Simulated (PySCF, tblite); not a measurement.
# C₈H₆N+: excited states, first hyperpolarisability

Aim: compute the excited states, first hyperpolarisability of C₈H₆N+ (`N#Cc1ccccc[cH+]1`).

Computed with tblite 0.8.0 and PySCF 2.14.0 and routines of our own; the level stands in each step. Atoms count from 0.

### Step 1. The starting structure

15 atoms, charge 1, multiplicity 1; geometry from: force field or distance geometry start.

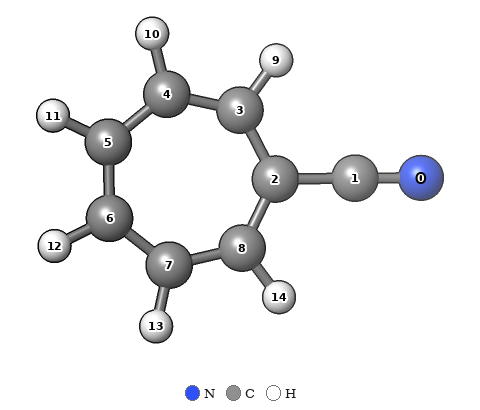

The starting geometry (nitrogen blue, carbon grey, hydrogen white).

### Step 2. Geometry optimisation with GFN2-xTB

The job: settings as JSON, then the geometry in Å.

```
{"job": {"kind": "relax", "xc": "GFN2-xTB", "basis": "xTB"}, "charge": 1, "multiplicity": 1}
N      3.804300    -0.733000    -0.037900
C      2.650700    -0.506400    -0.036200
C      1.251500    -0.242800    -0.009900
C      0.876100     1.063800    -0.015000
C     -0.350900     1.592300     0.013200
C     -1.540700     0.975200     0.011800
C     -1.787500    -0.334200     0.009200
C     -0.909900    -1.346400     0.006700
C      0.427500    -1.309900    -0.008000
H      1.683600     1.790100    -0.007000
H     -0.391400     2.684000     0.007500
H     -2.415600     1.624600     0.025600
H     -2.848800    -0.616400     0.031400
H     -1.352800    -2.351600     0.000800
H      0.899700    -2.281300    -0.014100
```

Started as:

```console
OMP_NUM_THREADS=2 python excited_run.py task.json out
```

One launch serves the whole session: the jobs run in the order shown.

The program printed:

```text
step      E/eV     max force
  0    -613.12185    3.978
  1    -613.06800   13.365
  2    -613.41471    5.114
  3    -613.62861    2.130
  4    -613.70727    0.371
  5    -613.73594    0.557
  6    -613.74565    0.274
  7    -613.74711    0.071
  8    -613.74751    0.067
  9    -613.74804    0.137
 10    -613.74862    0.141
 11    -613.74892    0.079
 12    -613.74903    0.025
 13    -613.74910    0.036
 14    -613.74916    0.028
 15    -613.74918    0.015
 16    -613.74919    0.006
```

Wall time 0.08 s (2 threads of Intel Xeon 6975P-C, shared host).

Relaxation path: (the energy doesn't fall at every step)

```
step  energy from step 0 (eV)  largest force (eV/Å)
   0                   0.0000                3.9781
   1                   0.0539               13.3649
   2                  -0.2929                5.1136
   3                  -0.5068                2.1302
   4                  -0.5854                0.3707
   5                  -0.6141                0.5566
   6                  -0.6238                0.2735
   7                  -0.6253                0.0710
   8                  -0.6257                0.0671
   9                  -0.6262                0.1371
  10                  -0.6268                0.1410
  11                  -0.6271                0.0786
  12                  -0.6272                0.0251
  13                  -0.6273                0.0362
  14                  -0.6273                0.0278
  15                  -0.6273                0.0151
  16                  -0.6273                0.0060
```

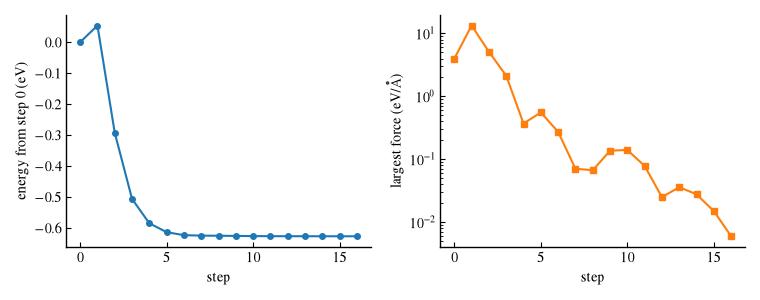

Energy and force, step by step.

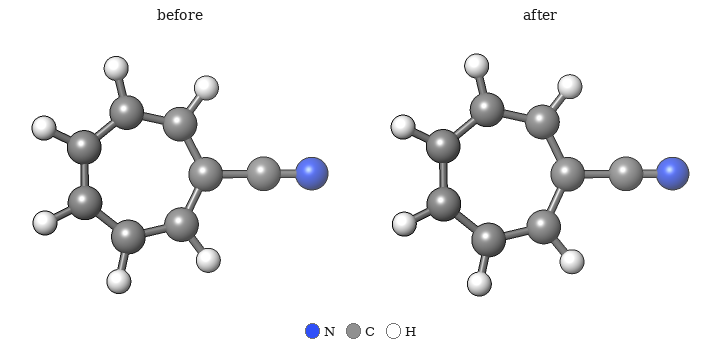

The geometry before (left) and after (right).

Close pairs (by a distance rule), those that changed most:

```
 bond  before (Å)  after (Å)  change (Å)
C5–C6       1.332      1.390      +0.057
C6–C7       1.340      1.394      +0.054
C4–C5       1.340      1.394      +0.054
C2–C8       1.348      1.401      +0.053
C3–C4       1.336      1.387      +0.051
C7–C8       1.338      1.387      +0.049
C2–C3       1.359      1.401      +0.041
N0–C1       1.176      1.143      -0.033
```

The final coordinates are the input of the step that follows.

### Step 3. Harmonic vibrations with GFN2-xTB

The job: settings as JSON, then the geometry in Å.

```
{"job": {"kind": "ir", "xc": "GFN2-xTB", "basis": "xTB"}, "charge": 1, "multiplicity": 1}
N      3.802691    -0.730671    -0.041078
C      2.680681    -0.513454    -0.028838
C      1.278340    -0.243857    -0.014651
C      0.920264     1.110271    -0.006808
C     -0.352003     1.661993     0.006146
C     -1.585099     1.011638     0.016126
C     -1.846449    -0.353357     0.015530
C     -0.940719    -1.413090     0.003404
C      0.445317    -1.369936    -0.009418
H      1.750425     1.809719    -0.012109
H     -0.391093     2.745316     0.009730
H     -2.454854     1.658875     0.025667
H     -2.893713    -0.633715     0.026177
H     -1.377039    -2.405429     0.004667
H      0.958836    -2.326314    -0.016456
```

The program printed:

```text
mode    cm-1     km/mol
  1      80.6      2.51
  2     145.8      6.77
  3     156.7      0.00
  4     209.4      0.98
  5     341.0      0.23
  6     416.6      0.01
  7     436.5      5.57
  8     513.9      0.01
  9     547.8      0.67
 10     577.3     40.08
 11     643.9      0.10
 12     728.9     50.56
 13     842.8      0.02
 14     845.4      0.02
 15     876.9      0.18
 16     899.1      2.61
 17     952.2      0.00
 18     962.6      0.09
 19     968.4      0.00
 20     993.8      4.33
 21    1072.7      2.37
 22    1159.3      0.60
 23    1227.2      0.47
 24    1250.3      0.06
 25    1282.2      0.28
 26    1300.1      1.03
 27    1376.4     19.33
 28    1406.8     26.85
 29    1482.5      3.77
 30    1493.3     23.38
 31    1526.4      0.21
 32    1547.8      2.88
 33    2372.8      2.72
 34    3045.1      5.93
 35    3045.7      4.98
 36    3052.0      0.31
 37    3057.4      6.68
 38    3062.8     28.57
 39    3067.5     15.44
```

Wall time 0.33 s (2 threads of Intel Xeon 6975P-C, shared host).

Which atoms move in the most intense modes:

```
cm⁻¹  km/mol                                   atoms
 146     6.8                        N0 52 %, C2 11 %
 577    40.1     C2 32 %, H14 16 %, H9 16 %, C1 10 %
 729    50.6   C2 22 %, H12 17 %, H11 17 %, H13 11 %
1376    19.3             H12 17 %, H11 17 %, C2 15 %
1407    26.9    H10 12 %, H13 12 %, C7 10 %, C4 10 %
1493    23.4      C5 27 %, C6 27 %, C4 17 %, C7 17 %
3063    28.6                      H10 37 %, H13 35 %
3068    15.4  H12 25 %, H11 25 %, H13 19 %, H10 19 %
```

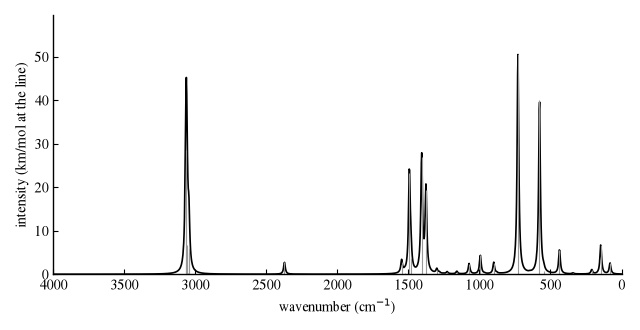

The infrared spectrum from these modes, unscaled. Lines are broadened to a width of 14 cm⁻¹ (Lorentzian).

### Step 4. Excited states: TDA PBE0/aug-cc-pVDZ

Settings changed since step 3:

```diff
@@ -1,2 +1,2 @@
-{"job": {"kind": "ir", "xc": "GFN2-xTB", "basis": "xTB"}, "charge": 1, "multiplicity": 1}
+{"job": {"kind": "states", "xc": "PBE0", "basis": "aug-cc-pVDZ", "tda": true, "soc": true, "nstates": 5, "ntriplets": 4, "nquad": 4}, "charge": 1, "multiplicity": 1}
 N      3.802691    -0.730671    -0.041078
```

With the program's defaults for keys left out, this is: TDA PBE0/aug-cc-pVDZ excited states, vertical, gas phase, spin-orbit mean-field couplings.

The program printed:

```text
coarse grid: 13472 points
cycle   1  E = -362.4198495952  dE =  1.885e+00  |g| = 4.387e-01  |ddm| = 3.300e+01
cycle   2  E = -362.1915579612  dE =  2.283e-01  |g| = 1.080e+00  |ddm| = 4.988e+00
cycle   3  E = -362.4764624921  dE = -2.849e-01  |g| = 3.207e-02  |ddm| = 2.940e+00
cycle   4  E = -362.4763228127  dE =  1.397e-04  |g| = 3.911e-02  |ddm| = 3.542e-01
cycle   5  E = -362.4767894097  dE = -4.666e-04  |g| = 7.507e-03  |ddm| = 1.576e-01
cycle   6  E = -362.4768031213  dE = -1.371e-05  |g| = 2.616e-03  |ddm| = 4.028e-02
cycle   7  E = -362.4768049648  dE = -1.843e-06  |g| = 4.040e-04  |ddm| = 1.437e-02
final grid: 132888 points
cycle   8  E = -362.4905956921  dE = -3.894e-05  |g| = 6.188e-03  |ddm| = 8.137e-01
cycle   9  E = -362.4905965200  dE = -8.279e-07  |g| = 6.056e-03  |ddm| = 1.092e-01
cycle  10  E = -362.4906064657  dE = -9.946e-06  |g| = 1.036e-03  |ddm| = 4.179e-02
cycle  11  E = -362.4906067642  dE = -2.985e-07  |g| = 3.530e-04  |ddm| = 5.128e-03
cycle  12  E = -362.4906068010  dE = -3.680e-08  |g| = 9.180e-05  |ddm| = 1.932e-03
cycle  13  E = -362.4906068027  dE = -1.772e-09  |g| = 5.018e-05  |ddm| = 5.454e-04
cycle  14  E = -362.4906068032  dE = -5.045e-10  |g| = 2.389e-05  |ddm| = 2.046e-04
converged SCF energy = -362.4906068032

Singlet excitations
state   eV       nm        f     d(h-e)  d(exc)  Lambda  PR(NTO)  |dmu|/D   mu/D   main configurations
  1   4.5353   273.4   0.00533   1.295   3.518   0.650   1.614    2.877    3.818   H->L+1 0.74, H-1->L 0.24
  2   4.5662   271.5   0.00000   2.739   3.814   0.285   1.002    7.155    0.461   H-2->L 0.98
  3   4.6285   267.9   0.17273   1.211   3.404   0.730   1.598    2.530    4.165   H->L 0.76, H-1->L+1 0.21
  4   5.1066   242.8   0.00000   3.362   4.156   0.156   1.003    8.063    1.369   H-2->L+1 0.99
  5   5.2504   236.1   0.00221   3.381   4.368   0.320   1.004                     H-3->L 0.98

Triplet excitations (Tamm-Dancoff)
state   eV     d(h-e)  d(exc)  Lambda  PR(NTO)   main configurations
  1   3.1352   0.661   3.224   0.707   1.088   H->L 0.93
  2   3.4310   0.884   3.100   0.631   1.213   H->L+1 0.84
  3   3.6957   0.127   2.908   0.723   1.198   H-1->L 0.91, H->L+1 0.08
  4   3.7933   0.030   2.704   0.841   1.088   H-1->L+1 0.95
S1 - T1 = 1.4001 eV

Spin-orbit couplings |<S|Hso|T>| (cm-1)
             T1       T2       T3       T4
S0        0.004    0.004    0.067    0.002
S1        0.039    0.002    0.001    0.036
S2       13.528    0.049    0.187    3.046
S3        0.032    0.045    0.034    0.007
S4        0.121   11.264    3.705    0.176
S5        9.612    0.344    0.201    2.047
T1 sublevels (cm-1): 0.000 0.010 0.016   radiative rates (1/s): 2.01e-06 0.179 2.16e-07
```

Wall time 26 s (2 threads of Intel Xeon 6975P-C, shared host); peak memory 0.96 GiB.

Key values:

```
  quantity    value
S1 less T1  1.40 eV
```

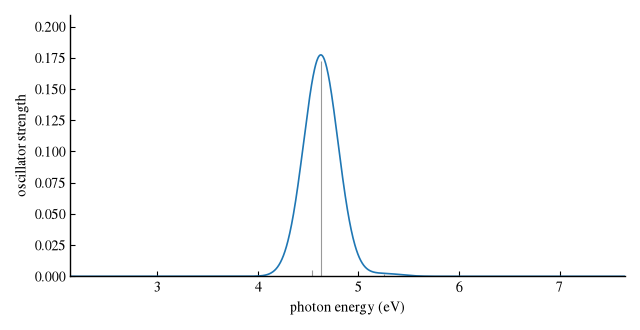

Absorption lines of the singlets. Lines are broadened to a width of 0.40 eV (Gaussian).

### Step 5. Excited states: TDDFT B3LYP/aug-cc-pVDZ

Settings changed since step 4:

```diff
@@ -1,2 +1,2 @@
-{"job": {"kind": "states", "xc": "PBE0", "basis": "aug-cc-pVDZ", "tda": true, "soc": true, "nstates": 5, "ntriplets": 4, "nquad": 4}, "charge": 1, "multiplicity": 1}
+{"job": {"kind": "states", "xc": "B3LYP", "basis": "aug-cc-pVDZ", "tpa": true, "nstates": 6, "nquad": 5, "ntriplets": 0}, "charge": 1, "multiplicity": 1}
 N      3.802691    -0.730671    -0.041078
```

With the program's defaults for keys left out, this is: TDDFT B3LYP/aug-cc-pVDZ excited states, vertical, gas phase, two-photon moments by quadratic response.

The program printed:

```text
coarse grid: 13472 points
cycle   1  E = -362.8397666422  dE =  1.801e+00  |g| = 4.560e-01  |ddm| = 4.648e+01
cycle   2  E = -362.5566489427  dE =  2.831e-01  |g| = 1.175e+00  |ddm| = 7.331e+00
cycle   3  E = -362.8985049502  dE = -3.419e-01  |g| = 3.606e-02  |ddm| = 3.585e+00
cycle   4  E = -362.8983976902  dE =  1.073e-04  |g| = 4.070e-02  |ddm| = 4.629e-01
cycle   5  E = -362.8988672948  dE = -4.696e-04  |g| = 1.210e-02  |ddm| = 2.215e-01
cycle   6  E = -362.8989088403  dE = -4.155e-05  |g| = 3.089e-03  |ddm| = 7.407e-02
cycle   7  E = -362.8989112781  dE = -2.438e-06  |g| = 8.893e-04  |ddm| = 2.083e-02
final grid: 132888 points
cycle   8  E = -362.9275816816  dE = -2.967e-05  |g| = 5.151e-03  |ddm| = 1.024e+00
cycle   9  E = -362.9275784500  dE =  3.232e-06  |g| = 6.141e-03  |ddm| = 1.039e-01
cycle  10  E = -362.9275887983  dE = -1.035e-05  |g| = 1.308e-03  |ddm| = 4.294e-02
cycle  11  E = -362.9275892651  dE = -4.668e-07  |g| = 4.220e-04  |ddm| = 6.384e-03
cycle  12  E = -362.9275893018  dE = -3.674e-08  |g| = 1.411e-04  |ddm| = 1.912e-03
cycle  13  E = -362.9275893054  dE = -3.578e-09  |g| = 7.247e-05  |ddm| = 8.185e-04
cycle  14  E = -362.9275893066  dE = -1.219e-09  |g| = 2.155e-05  |ddm| = 2.940e-04
cycle  15  E = -362.9275893067  dE = -1.295e-10  |g| = 5.762e-06  |ddm| = 1.038e-04
converged SCF energy = -362.9275893067

Singlet excitations
state   eV       nm        f     d(h-e)  d(exc)  Lambda  PR(NTO)  |dmu|/D   mu/D   delta(TPA)   sigma/GM   main configurations
  1   4.3272   286.5   0.00647   1.431   3.569   0.642   1.547    3.295    3.381       27.14      0.186   H->L+1 0.80, H-1->L 0.19
  2   4.3765   283.3   0.15457   1.292   3.441   0.722   1.562    2.689    3.986      282.34      1.981   H->L 0.83, H-1->L+1 0.15
  3   4.4289   279.9   0.00000   2.817   3.864   0.283   1.001    7.123    0.447        0.00      0.000   H-2->L 0.99
  4   4.8952   253.3   0.00001   3.405   4.179   0.153   1.002    8.037    1.362        0.00      0.000   H-2->L+1 1.00
  5   5.0369   246.2   0.00153   3.588   4.465   0.309   1.004    8.751    2.075        8.51      0.079   H-3->L 0.99
  6   5.2792   234.9   0.11096   0.952   3.449   0.664   2.085                                            H-1->L 0.60, H-4->L+1 0.26, H->L+1 0.13
```

Run time: 28 s. Hardware: 2 threads of Intel Xeon 6975P-C, shared host; peak memory 1 GiB.

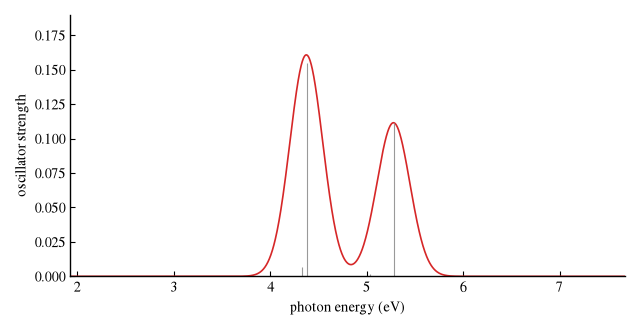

Absorption lines of the singlets. Lines are broadened to a width of 0.40 eV (Gaussian).

### Step 6. First hyperpolarisability: quadratic response CAM-B3LYP/aug-cc-pVDZ

Settings changed since step 5:

```diff
@@ -1,2 +1,2 @@
-{"job": {"kind": "states", "xc": "B3LYP", "basis": "aug-cc-pVDZ", "tpa": true, "nstates": 6, "nquad": 5, "ntriplets": 0}, "charge": 1, "multiplicity": 1}
+{"job": {"kind": "beta", "xc": "CAM-B3LYP", "basis": "aug-cc-pVDZ", "wavelengths": [1550, 1064, 694.3]}, "charge": 1, "multiplicity": 1}
 N      3.802691    -0.730671    -0.041078
```

Method: quadratic response CAM-B3LYP/aug-cc-pVDZ first hyperpolarisability, Taylor convention, gas phase.

The program printed:

```text
coarse grid: 13472 points
cycle   1  E = -362.5918924744  dE =  2.173e+00  |g| = 5.446e-01  |ddm| = 4.386e+01
cycle   2  E = -362.4527655964  dE =  1.391e-01  |g| = 1.004e+00  |ddm| = 5.825e+00
cycle   3  E = -362.6829886390  dE = -2.302e-01  |g| = 5.187e-02  |ddm| = 3.880e+00
cycle   4  E = -362.6834519212  dE = -4.633e-04  |g| = 3.973e-02  |ddm| = 1.019e+00
cycle   5  E = -362.6838778610  dE = -4.259e-04  |g| = 7.839e-03  |ddm| = 2.437e-01
cycle   6  E = -362.6838930105  dE = -1.515e-05  |g| = 3.502e-03  |ddm| = 5.883e-02
cycle   7  E = -362.6838966841  dE = -3.674e-06  |g| = 6.315e-04  |ddm| = 2.345e-02
final grid: 132888 points
cycle   8  E = -362.7132449311  dE = -2.051e-05  |g| = 2.962e-03  |ddm| = 6.894e-01
cycle   9  E = -362.7132458017  dE = -8.706e-07  |g| = 2.648e-03  |ddm| = 6.751e-02
cycle  10  E = -362.7132474854  dE = -1.684e-06  |g| = 8.151e-04  |ddm| = 1.894e-02
cycle  11  E = -362.7132476161  dE = -1.307e-07  |g| = 2.756e-04  |ddm| = 2.782e-03
cycle  12  E = -362.7132476313  dE = -1.516e-08  |g| = 8.597e-05  |ddm| = 1.831e-03
cycle  13  E = -362.7132476335  dE = -2.237e-09  |g| = 2.985e-05  |ddm| = 7.236e-04
cycle  14  E = -362.7132476338  dE = -3.216e-10  |g| = 7.602e-06  |ddm| = 2.169e-04
converged SCF energy = -362.7132476338

Lowest singlets (eV, f): 4.5756 0.1257  4.6345 0.0014  5.0752 0.0000

First hyperpolarisability (au)
process     nm      |vector|   parallel      HRS      DR
static         -      447.46    -268.48     179.05   5.658
shg       1550.0      526.17     -315.7     210.91   5.649
eope      1550.0      471.52    -282.91          -       -
shg       1064.0      644.07    -386.44     258.64   5.642
eope      1064.0      501.00     -300.6          -       -
shg        694.3     1274.52    -764.71      514.1   5.624
eope       694.3      590.68     -354.4          -       -
```

Wall time 35 s (2 threads of Intel Xeon 6975P-C, shared host); peak memory 1.3 GiB.

### Step 7. Summary of results

```
                                                   quantity                                                                   value
                  strongest single infrared mode (GFN2-xTB)                                                     729 cm⁻¹, 51 km/mol
                               zero-point energy (GFN2-xTB)                                                           70.0 kcal/mol
                  S1 less T1 (step 4, TDA PBE0/aug-cc-pVDZ)                                                                 1.40 eV
β vector (step 6, quadratic response CAM-B3LYP/aug-cc-pVDZ)  static 447, SHG 1550.0 nm 526, SHG 1064.0 nm 644, SHG 694.3 nm 1275 au
```

All 39 modes are real, so the xTB geometry is a minimum. The strongest single mode, at 729 cm⁻¹, is spread over many atoms; the largest shares are those of C2, H12, H11. GFN2-xTB is a fitted tight-binding method: band positions and strengths are rough. Its intensities can rank the bands wrongly. In step 4, the number of triplets below S1 is at least 4, and the largest singlet-triplet spin-orbit coupling is S2–T1, 13.53 cm⁻¹. β grows from 447 au (static) to 1275 au for doubling at 694.3 nm: normal dispersion, which grows as twice the photon energy moves toward the bright states.
